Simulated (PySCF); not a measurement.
# C₄H₅SSi−: runs on many settings

Aim: see how C₄H₅SSi− (`[SiH2-]c1cccs1`) answers to the choice of functional, basis, grid and SCF options.

The runs use PySCF 2.14.0, with density-fitted response routines of our own; the level of theory stands in each step. All values are computed, except where a source is named. Atoms are numbered from 0 throughout.

## Step 1: Starting geometry

11 atoms, charge -1, multiplicity 1; geometry from: GFN2-xTB.

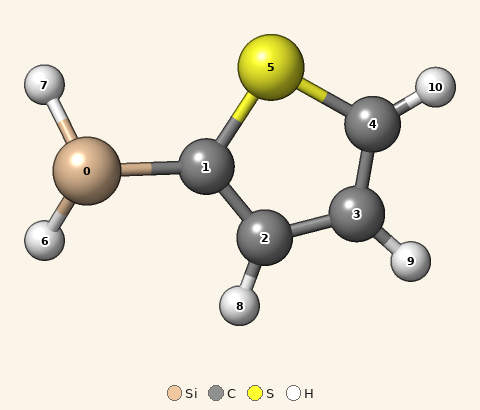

The starting geometry (silicon light orange, carbon grey, sulfur yellow, hydrogen white), atoms numbered.

## Step 2: TDDFT and polarisability: HF/def2-SVPD

Job settings and geometry (Å):

```
{"job": {"kind": "uv", "xc": "HF", "basis": "def2-SVPD", "nstates": 1, "ntriplets": 2, "tda": false, "scf": {"level_shift": 0.3, "guess": "huckel"}}, "charge": -1, "multiplicity": 1}
Si     2.435704    -0.122067    -0.320548
C      0.636322     0.117974    -0.097622
C     -0.292418    -0.756860     0.429104
C     -1.629872    -0.410287     0.199471
C     -1.773692     0.724048    -0.541838
S     -0.216411     1.385646    -0.965087
H      2.908854    -0.756187     0.922959
H      3.063972     1.203672    -0.344622
H      0.012933    -1.625496     0.994513
H     -2.473726    -0.977628     0.573112
H     -2.666241     1.219855    -0.875406
```

Level: TDDFT HF/def2-SVPD, vertical, gas phase, core orbitals frozen in the response.

On the command line:

```
> OMP_NUM_THREADS=1 python probes_run.py task.json out
```

This one command runs all jobs of the session in turn.

Standard output:

```text
final grid: 95368 points
cycle   1  E = -840.2188148656  dE = -1.864e+00  |g| = 8.337e-01  |ddm| = 5.777e+00
cycle   2  E = -840.4238039630  dE = -2.050e-01  |g| = 2.812e-01  |ddm| = 2.996e+00
cycle   3  E = -840.4545574506  dE = -3.075e-02  |g| = 1.060e-01  |ddm| = 8.192e-01
cycle   4  E = -840.4624149229  dE = -7.857e-03  |g| = 4.228e-02  |ddm| = 5.532e-01
cycle   5  E = -840.4643631112  dE = -1.948e-03  |g| = 2.249e-02  |ddm| = 4.033e-01
cycle   6  E = -840.4650210685  dE = -6.580e-04  |g| = 1.290e-02  |ddm| = 3.180e-01
cycle   7  E = -840.4653145891  dE = -2.935e-04  |g| = 7.592e-03  |ddm| = 2.815e-01
cycle   8  E = -840.4654301949  dE = -1.156e-04  |g| = 4.853e-03  |ddm| = 2.000e-01
cycle   9  E = -840.4654824086  dE = -5.221e-05  |g| = 3.148e-03  |ddm| = 1.487e-01
cycle  10  E = -840.4655045156  dE = -2.211e-05  |g| = 1.956e-03  |ddm| = 1.031e-01
cycle  11  E = -840.4655125396  dE = -8.024e-06  |g| = 1.234e-03  |ddm| = 6.336e-02
cycle  12  E = -840.4655155478  dE = -3.008e-06  |g| = 7.633e-04  |ddm| = 4.186e-02
cycle  13  E = -840.4655164948  dE = -9.469e-07  |g| = 4.694e-04  |ddm| = 2.515e-02
cycle  14  E = -840.4655168110  dE = -3.163e-07  |g| = 2.503e-04  |ddm| = 1.545e-02
cycle  15  E = -840.4655168988  dE = -8.779e-08  |g| = 1.630e-04  |ddm| = 8.530e-03
cycle  16  E = -840.4655169303  dE = -3.151e-08  |g| = 8.362e-05  |ddm| = 4.939e-03
cycle  17  E = -840.4655169401  dE = -9.797e-09  |g| = 4.554e-05  |ddm| = 2.772e-03
cycle  18  E = -840.4655169433  dE = -3.211e-09  |g| = 2.410e-05  |ddm| = 1.551e-03
cycle  19  E = -840.4655169443  dE = -9.932e-10  |g| = 1.356e-05  |ddm| = 8.460e-04
level shift removed, Fock matrix diagonalised once more
converged SCF energy = -840.4655169443

Static polarisability (au): isotropic 123.254, principal 87.521 111.289 170.953

Singlet excitations
state   eV       nm        f      main configurations
  1   3.2672    379.5   0.20835   H->L+3 0.50, H->L+2 0.23, H->L 0.12

Triplet excitations (Tamm-Dancoff, eV): 2.1604 2.9757
```

It took 15 s on 1 thread of Intel Xeon at 2.50GHz, shared host; peak memory 0.66 GiB.

The orbitals next to the gap, with their largest atomic shares:

| orbital | eV | atoms |
| --- | --- | --- |
| HOMO−3 | -7.28 | Si0 39 %, H6 29 %, H7 20 % |
| HOMO−2 | -5.55 | S5 46 %, C3 19 %, C2 13 % |
| HOMO−1 | -5.12 | C1 28 %, C4 22 %, C2 19 % |
| HOMO | -1.17 | Si0 55 %, C1 11 %, H7 8 % |
| LUMO | 5.26 | S5 78 %, H10 8 % |
| LUMO+1 | 6.05 | S5 50 %, C3 19 %, H9 14 % |
| LUMO+2 | 6.26 | S5 47 %, Si0 11 %, C2 9 % |

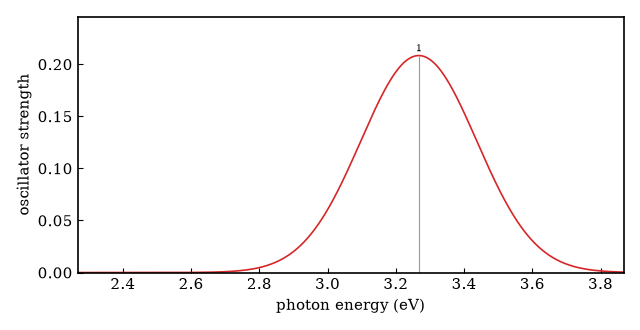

Absorption spectrum from the 1 singlet states computed; above the last one it falls off for lack of states. Lines are broadened to a width of 0.40 eV (Gaussian).

Ground-state properties from the same run:

| property | computed |
| --- | --- |
| polarisability (Å³) | 18.26 |
| HOMO–LUMO gap (eV) | 6.42 |
| −ε(HOMO) (eV) | 1.17 |

## Step 3: Shielding tensors: BLYP/6-311+G(2d,p)

The job, as its differences from that of step 2:

```diff
@@ -1,2 +1,2 @@
-{"job": {"kind": "uv", "xc": "HF", "basis": "def2-SVPD", "nstates": 1, "ntriplets": 2, "tda": false, "scf": {"level_shift": 0.3, "guess": "huckel"}}, "charge": -1, "multiplicity": 1}
+{"job": {"kind": "nmr", "xc": "BLYP", "basis": "6-311+G(2d,p)", "pop": true}, "charge": -1, "multiplicity": 1}
 Si     2.435704    -0.122067    -0.320548
```

With the program's defaults for keys left out, this is: GIAO BLYP/6-311+G(2d,p) NMR shielding, non-relativistic, gas phase.

Standard output:

```text
coarse grid: 10696 points
cycle   1  E = -842.9538050695  dE =  7.396e-01  |g| = 6.727e-01  |ddm| = 3.860e+00
cycle   2  E = -841.7125919974  dE =  1.241e+00  |g| = 1.777e+00  |ddm| = 2.612e+02
cycle   3  E = -843.0200716874  dE = -1.307e+00  |g| = 4.380e-01  |ddm| = 2.610e+02
cycle   4  E = -843.0775180478  dE = -5.745e-02  |g| = 2.376e-01  |ddm| = 1.917e+00
cycle   5  E = -843.0919117707  dE = -1.439e-02  |g| = 7.225e-02  |ddm| = 1.037e+00
cycle   6  E = -843.0928409618  dE = -9.292e-04  |g| = 4.286e-02  |ddm| = 6.716e-01
cycle   7  E = -843.0934256957  dE = -5.847e-04  |g| = 1.130e-02  |ddm| = 3.336e-01
cycle   8  E = -843.0934528501  dE = -2.715e-05  |g| = 5.935e-03  |ddm| = 3.157e-02
cycle   9  E = -843.0934618459  dE = -8.996e-06  |g| = 1.183e-03  |ddm| = 1.215e-02
final grid: 95368 points
cycle  10  E = -843.0915562114  dE = -2.914e-05  |g| = 7.155e-03  |ddm| = 2.904e-01
cycle  11  E = -843.0915017064  dE =  5.450e-05  |g| = 1.518e-02  |ddm| = 5.386e-02
cycle  12  E = -843.0915652064  dE = -6.350e-05  |g| = 3.998e-03  |ddm| = 4.314e-02
cycle  13  E = -843.0915694871  dE = -4.281e-06  |g| = 1.152e-03  |ddm| = 1.257e-02
cycle  14  E = -843.0915698169  dE = -3.298e-07  |g| = 3.679e-04  |ddm| = 3.377e-03
cycle  15  E = -843.0915698675  dE = -5.059e-08  |g| = 1.425e-04  |ddm| = 2.098e-03
cycle  16  E = -843.0915698743  dE = -6.847e-09  |g| = 3.859e-05  |ddm| = 6.835e-04
cycle  17  E = -843.0915698747  dE = -3.713e-10  |g| = 9.863e-06  |ddm| = 1.201e-04
converged SCF energy = -843.0915698747

GIAO shielding tensors (ppm)
atom      isotropic    diamagn.    paramagn.     s11        s22        s33       span
  0 Si     431.160     876.110    -444.950    314.317    391.351    587.812    273.495
  1 C        3.002     248.638    -245.636    -99.279    -20.033    128.317    227.596
  2 C       57.220     259.942    -202.722    -25.924     68.810    128.774    154.698
  3 C       58.734     258.893    -200.158    -22.771     60.733    138.241    161.012
  4 C       68.136     255.577    -187.440    -12.559     90.935    126.033    138.592
  5 S      201.431    1059.335    -857.904     -3.066    300.558    306.799    309.865
  6 H       27.187      30.499      -3.312     23.541     26.727     31.293      7.752
  7 H       27.248      30.185      -2.937     23.445     26.914     31.384      7.940
  8 H       25.293      34.372      -9.079     22.935     23.689     29.255      6.320
  9 H       25.675      31.240      -5.564     24.366     24.912     27.748      3.382
 10 H       25.657      31.342      -5.685     24.411     25.099     27.461      3.050
```

Run time: 96 s. Hardware: 1 thread of Intel Xeon at 2.50GHz, shared host; peak memory 0.67 GiB.

Shifts follow as δ = σ(reference) − σ, with reference shieldings (ppm) from runs at the same level and on the same kind of geometry: ¹H TMS 32.14, ¹³C TMS 181.0, ²⁹Si TMS 310.1. The references are single molecules in the gas phase. Atoms listed in one row are averaged.

| atoms | environment | σ (ppm) | δ (ppm) |
| --- | --- | --- | --- |
| C1 | substituted aromatic carbon next to the ring sulfur | 3.0 | 178.0 |
| C2 | aromatic CH | 57.2 | 123.7 |
| C3 | aromatic CH | 58.7 | 122.2 |
| C4 | aromatic CH next to the ring sulfur | 68.1 | 112.8 |
| H8 | hydrogen on an aromatic CH | 25.29 | 6.85 |
| H10 | hydrogen on an aromatic CH next to the ring sulfur | 25.66 | 6.48 |
| H9 | hydrogen on an aromatic CH | 25.68 | 6.47 |
| H6, H7 | hydrogen on a silicon bonded to C | 27.22 | 4.92 |
| Si0 | silicon bonded to C, 2 H | 431.2 | -121.0 |
| S5 | aromatic ring sulfur | 201 | – |

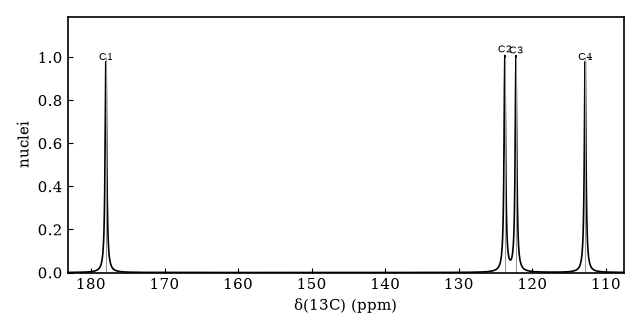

¹³C lines at the computed shifts, without couplings. Lines are broadened to a width of 0.26 ppm (Lorentzian).

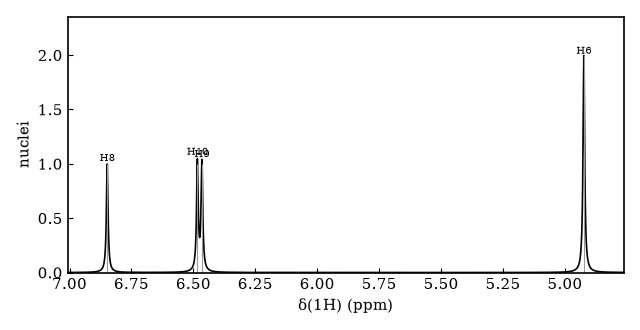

¹H lines at the computed shifts, without couplings. Lines are broadened to a width of 0.01 ppm (Lorentzian).

Charges from the same density, by scheme (e):

| atoms | IAO | Hirshfeld | ESP fit |
| --- | --- | --- | --- |
| Si0 | -0.12 | -0.24 | -0.98 |
| C1 | -0.38 | -0.15 | 0.19 |
| C2 | -0.23 | -0.11 | -0.16 |
| C3 | -0.19 | -0.11 | -0.20 |
| C4 | -0.39 | -0.15 | -0.37 |
| S5 | 0.25 | 0.02 | -0.02 |

ESP fit charges:

| atom | value (e) |
| --- | --- |
| Si0 | -0.98 |
| C1 | 0.19 |
| C2 | -0.16 |
| C3 | -0.20 |
| C4 | -0.37 |
| S5 | -0.02 |
| H6 | 0.05 |
| H7 | 0.08 |
| H8 | 0.14 |
| H9 | 0.11 |
| H10 | 0.16 |

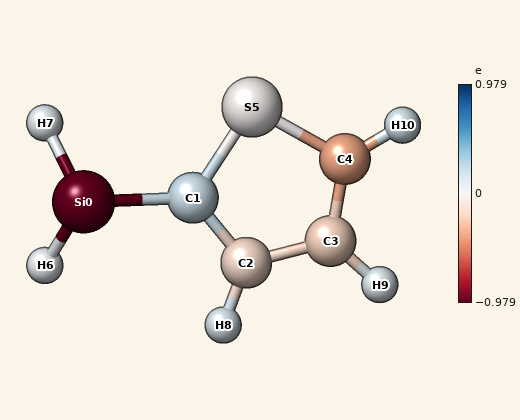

ESP fit charges, as colours on the atoms.

Mulliken charges and Mayer bond orders break down with diffuse functions, so they are left out here.

With diffuse functions Mulliken charges and Mayer bond orders lose their meaning; the other schemes are steadier.

Ring of atoms C1, C2, C3, C4, S5: NICS(0) -7.5, NICS(1) -5.6, NICS(1)zz -17.2 ppm (means of both faces).

## Step 4: Ultraviolet spectrum: PBE0/aug-pcSseg-1 in chloroform

The job, as its differences from that of step 3:

```diff
@@ -1,2 +1,2 @@
-{"job": {"kind": "nmr", "xc": "BLYP", "basis": "6-311+G(2d,p)", "pop": true}, "charge": -1, "multiplicity": 1}
+{"job": {"kind": "uv", "xc": "PBE0", "basis": "aug-pcSseg-1", "solvent": "chloroform", "nstates": 6, "ntriplets": 0, "tda": false}, "charge": -1, "multiplicity": 1}
 Si     2.435704    -0.122067    -0.320548
```

Method: TDDFT PBE0/aug-pcSseg-1, vertical, IEF-PCM chloroform (non-equilibrium linear response), core orbitals frozen in the response.

Standard output:

```text
coarse grid: 10696 points
cycle   1  E = -842.5831348220  dE =  8.219e-01  |g| = 3.962e-01  |ddm| = 6.275e+00
cycle   2  E = -842.5544567438  dE =  2.868e-02  |g| = 5.340e-01  |ddm| = 3.035e+00
cycle   3  E = -842.6371632029  dE = -8.271e-02  |g| = 9.033e-02  |ddm| = 1.784e+00
cycle   4  E = -842.6391936325  dE = -2.030e-03  |g| = 3.642e-02  |ddm| = 2.895e-01
cycle   5  E = -842.6394736810  dE = -2.800e-04  |g| = 1.595e-02  |ddm| = 1.023e-01
cycle   6  E = -842.6395501879  dE = -7.651e-05  |g| = 3.325e-03  |ddm| = 5.341e-02
cycle   7  E = -842.6395532358  dE = -3.048e-06  |g| = 1.255e-03  |ddm| = 1.680e-02
final grid: 95368 points
cycle   8  E = -842.6777825718  dE = -1.547e-05  |g| = 8.086e-03  |ddm| = 2.008e-01
cycle   9  E = -842.6777619224  dE =  2.065e-05  |g| = 1.183e-02  |ddm| = 4.856e-02
cycle  10  E = -842.6777993866  dE = -3.746e-05  |g| = 8.031e-04  |ddm| = 3.164e-02
cycle  11  E = -842.6777995285  dE = -1.419e-07  |g| = 3.540e-04  |ddm| = 3.235e-03
cycle  12  E = -842.6777995622  dE = -3.376e-08  |g| = 7.310e-05  |ddm| = 8.249e-04
cycle  13  E = -842.6777995637  dE = -1.446e-09  |g| = 3.111e-05  |ddm| = 3.717e-04
cycle  14  E = -842.6777995640  dE = -2.906e-10  |g| = 8.394e-06  |ddm| = 1.243e-04
converged SCF energy = -842.6777995640

Static polarisability (au): isotropic 190.132, principal 143.552 160.936 265.907

Singlet excitations
state   eV       nm        f      main configurations
  1   2.7182    456.1   0.27536   H->L 0.95
  2   2.9868    415.1   0.06988   H->L+1 0.81, H->L+2 0.13
  3   3.2146    385.7   0.03209   H->L+2 0.66, H->L+3 0.14, H->L+1 0.13
  4   3.3301    372.3   0.02818   H->L+4 0.57, H->L+3 0.22
  5   3.4309    361.4   0.02794   H->L+3 0.44, H->L+4 0.32, H->L+5 0.12
  6   3.6810    336.8   0.02294   H->L+5 0.73, H->L+3 0.15
```

Wall time 47 s (1 thread of Intel Xeon at 2.50GHz, shared host); peak memory 0.91 GiB.

In short: HOMO -3.09 eV, LUMO 0.44 eV; lowest singlet 2.72 eV.

## Step 5: Ultraviolet spectrum: B97-2/def2-SVPD

The job, as its differences from that of step 4:

```diff
@@ -1,2 +1,2 @@
-{"job": {"kind": "uv", "xc": "PBE0", "basis": "aug-pcSseg-1", "solvent": "chloroform", "nstates": 6, "ntriplets": 0, "tda": false}, "charge": -1, "multiplicity": 1}
+{"job": {"kind": "uv", "xc": "B97-2", "basis": "def2-SVPD", "nstates": 12, "ntriplets": 0, "tda": true, "scf": {"aux": "def2-universal-jkfit"}}, "charge": -1, "multiplicity": 1}
 Si     2.435704    -0.122067    -0.320548
```

With the program's defaults for keys left out, this is: TDA B97-2/def2-SVPD, vertical, gas phase, core orbitals frozen in the response.

Standard output:

```text
final grid: 95368 points
cycle   1  E = -842.7045825529  dE =  8.208e-01  |g| = 4.132e-01  |ddm| = 6.009e+00
cycle   2  E = -842.6405737815  dE =  6.401e-02  |g| = 6.415e-01  |ddm| = 4.744e+00
cycle   3  E = -842.7633996993  dE = -1.228e-01  |g| = 1.331e-01  |ddm| = 2.558e+00
cycle   4  E = -842.7683969207  dE = -4.997e-03  |g| = 3.983e-02  |ddm| = 3.898e-01
cycle   5  E = -842.7686678700  dE = -2.709e-04  |g| = 2.248e-02  |ddm| = 1.573e-01
cycle   6  E = -842.7688407518  dE = -1.729e-04  |g| = 4.112e-03  |ddm| = 9.840e-02
cycle   7  E = -842.7688461375  dE = -5.386e-06  |g| = 1.520e-03  |ddm| = 1.575e-02
cycle   8  E = -842.7688467419  dE = -6.044e-07  |g| = 3.838e-04  |ddm| = 5.398e-03
cycle   9  E = -842.7688467844  dE = -4.250e-08  |g| = 1.335e-04  |ddm| = 2.293e-03
cycle  10  E = -842.7688467905  dE = -6.095e-09  |g| = 3.808e-05  |ddm| = 7.824e-04
cycle  11  E = -842.7688467909  dE = -4.507e-10  |g| = 1.081e-05  |ddm| = 2.364e-04
converged SCF energy = -842.7688467909

Static polarisability (au): isotropic 132.534, principal 89.416 114.204 193.984

Singlet excitations
state   eV       nm        f      main configurations
  1   2.6140    474.3   0.01000   H->L+1 0.94
  2   2.8320    437.8   0.24588   H->L 0.78, H->L+2 0.11
  3   3.0928    400.9   0.04850   H->L+2 0.75, H->L+3 0.10, H->L 0.10
  4   3.3363    371.6   0.00903   H->L+3 0.87, H->L+2 0.11
  5   3.5962    344.8   0.06826   H->L+4 0.95
  6   3.9078    317.3   0.02705   H->L+6 0.84, H->L+5 0.13
  7   3.9277    315.7   0.00531   H->L+5 0.74, H->L+7 0.11, H->L+6 0.11
  8   4.0491    306.2   0.02886   H->L+7 0.81, H->L+5 0.11
  9   4.3421    285.5   0.01438   H->L+9 0.95
 10   4.5037    275.3   0.20075   H->L+8 0.87
 11   4.7989    258.4   0.01731   H->L+10 0.94
 12   5.0823    244.0   0.03901   H->L+11 0.77, H->L+12 0.11
```

Run time: 35 s. Hardware: 1 thread of Intel Xeon at 2.50GHz, shared host; peak memory 0.72 GiB.

Key values: HOMO 0.61 eV, LUMO 3.66 eV; lowest singlet 2.61 eV.

## Step 6: NMR shieldings: LC-wPBE/pcSseg-1

The job, as its differences from that of step 5:

```diff
@@ -1,2 +1,2 @@
-{"job": {"kind": "uv", "xc": "B97-2", "basis": "def2-SVPD", "nstates": 12, "ntriplets": 0, "tda": true, "scf": {"aux": "def2-universal-jkfit"}}, "charge": -1, "multiplicity": 1}
+{"job": {"kind": "nmr", "xc": "LC-wPBE", "basis": "pcSseg-1", "pop": false, "scf": {"conv": 1e-07}}, "charge": -1, "multiplicity": 1}
 Si     2.435704    -0.122067    -0.320548
```

Method: GIAO LC-wPBE/pcSseg-1 NMR shielding, non-relativistic, gas phase.

Standard output:

```text
final grid: 95368 points
cycle   1  E = -842.6801927165  dE =  1.147e+00  |g| = 3.037e-01  |ddm| = 3.323e+00
cycle   2  E = -842.7137610752  dE = -3.357e-02  |g| = 1.766e-01  |ddm| = 8.185e-01
cycle   3  E = -842.7209170676  dE = -7.156e-03  |g| = 7.931e-02  |ddm| = 2.586e-01
cycle   4  E = -842.7227607465  dE = -1.844e-03  |g| = 1.977e-02  |ddm| = 1.087e-01
cycle   5  E = -842.7229066024  dE = -1.459e-04  |g| = 5.542e-03  |ddm| = 4.170e-02
cycle   6  E = -842.7229220067  dE = -1.540e-05  |g| = 2.372e-03  |ddm| = 1.439e-02
cycle   7  E = -842.7229256058  dE = -3.599e-06  |g| = 1.135e-03  |ddm| = 7.091e-03
cycle   8  E = -842.7229265539  dE = -9.481e-07  |g| = 2.687e-04  |ddm| = 4.107e-03
cycle   9  E = -842.7229265694  dE = -1.550e-08  |g| = 1.462e-04  |ddm| = 1.472e-03
converged SCF energy = -842.7229265694

GIAO shielding tensors (ppm)
atom      isotropic    diamagn.    paramagn.     s11        s22        s33       span
  0 Si     455.448     880.143    -424.694    347.652    440.016    578.678    231.026
  1 C       -7.595     256.910    -264.505   -130.187    -39.266    146.669    276.856
  2 C       65.438     249.878    -184.440    -23.486     76.051    143.750    167.236
  3 C       56.491     252.980    -196.489    -36.493     53.609    152.358    188.852
  4 C       64.041     260.329    -196.288    -27.034     76.180    142.979    170.013
  5 S      264.197    1056.884    -792.686     42.813    360.874    388.905    346.092
  6 H       27.655      30.698      -3.043     23.656     27.172     32.137      8.481
  7 H       27.780      30.707      -2.928     23.501     27.606     32.231      8.730
  8 H       25.153      32.398      -7.245     21.883     25.100     28.476      6.593
  9 H       25.384      31.215      -5.831     23.270     24.625     28.258      4.988
 10 H       25.626      31.992      -6.366     23.501     25.308     28.070      4.569
```

It took 47 s on 1 thread of Intel Xeon at 2.50GHz, shared host; peak memory 0.63 GiB.

In short: δ C1 198.6, C3 134.5, C4 127.0, C2 125.6, H8 6.63, H9 6.40 ppm.

## Step 7: Run by run: electronic excitations

Excitations and ground-state properties, with basis size and wall time:

| run | lowest singlet (eV) | brightest (eV) | f | gap (eV) | α (Å³) | functions | time |
| --- | --- | --- | --- | --- | --- | --- | --- |
| HF/def2-SVPD | 3.27 | 3.27 | 0.208 | 6.42 | 18.26 | 171 | 15 s |
| PBE0/aug-pcSseg-1 in chloroform | 2.72 | 2.72 | 0.275 | 3.54 | 28.17 | 215 | 47 s |
| B97-2/def2-SVPD | 2.61 | 2.83 | 0.246 | 3.05 | 19.64 | 171 | 35 s |

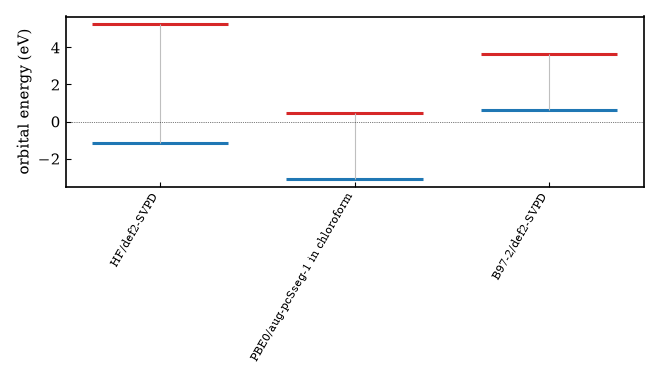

HOMO (blue) and LUMO (red) run by run.

## Step 8: Comparing the runs: NMR shifts

Shifts (ppm) of some atoms, chosen among heavy atoms and hydrogens apart, means over like atoms, with basis size and wall time:

| run | C1 | C2 | C3 | C4 | H10 | H6 | Si0 | functions | time |
| --- | --- | --- | --- | --- | --- | --- | --- | --- | --- |
| BLYP/6-311+G(2d,p) | 178.0 | 123.7 | 122.2 | 112.8 | 6.48 | 4.92 | -121.0 | 208 | 96 s |
| LC-wPBE/pcSseg-1 | 198.6 | 125.6 | 134.5 | 127.0 | 6.15 | 4.06 | -98.7 | 141 | 47 s |

## Step 9: What came out

| quantity | value |
| --- | --- |
| lowest singlet (HF/def2-SVPD) | 3.27 eV (379 nm), f = 0.208 |
| lowest triplet | 2.16 eV |
| ¹³C shifts against TMS (BLYP/6-311+G(2d,p)) | 178.0, 123.7, 122.2, 112.8 ppm |
| ¹H shifts against TMS (BLYP/6-311+G(2d,p), means over atoms taken as alike) | 6.85, 6.48, 6.47, 4.92 ppm |
| ²⁹Si shifts against TMS (BLYP/6-311+G(2d,p)) | -121.0 ppm |
| shieldings of S (BLYP/6-311+G(2d,p)) | S5 201.4 ppm |
| range of the lowest singlet | 2.61 to 3.27 eV |
| range of the shift of Si0 | -121.0 to -98.7 ppm |

**Reading.** Single values in the summary come from the first run of each kind that ended normally (HF/def2-SVPD; BLYP/6-311+G(2d,p)), which need not be the best level. The first singlet state (HOMO→LUMO+3 0.50, HOMO→LUMO+2 0.23) lies at 3.27 eV and is bright. The lowest triplet lies 1.11 eV below the lowest singlet (triplets in Tamm-Dancoff, singlets in full TDDFT). The lowest singlet lies above −ε(HOMO); no detachment energy was computed, so the anion's states may not be bound. At BLYP/6-311+G(2d,p): The widest tensor belongs to S5: span 310 ppm, with a paramagnetic part of -858 ppm. NICS(1)zz of -17 ppm above the planar ring from C1 marks a diatropic (aromatic) ring current. The lowest singlet runs from 2.61 eV (B97-2/def2-SVPD) to 3.27 eV (HF/def2-SVPD), while the orbital gap spans 3.05 to 6.42 eV. The lowest state need not be the same one in every run. The runs solved for a few states only, so the brightest column depends on that window. Among the atoms with a shift in every run: In ppm, Si0 moves most: its shift spreads over 22.3 ppm, from -121.0 (BLYP/6-311+G(2d,p)) to -98.7 (LC-wPBE/pcSseg-1). At BLYP/6-311+G(2d,p) the HOMO lies above zero (+1.12 eV), as often for anions in the gas phase: self-interaction error lifts it, or the electron is held by the finite basis alone; counter-ions and solvent are missing.
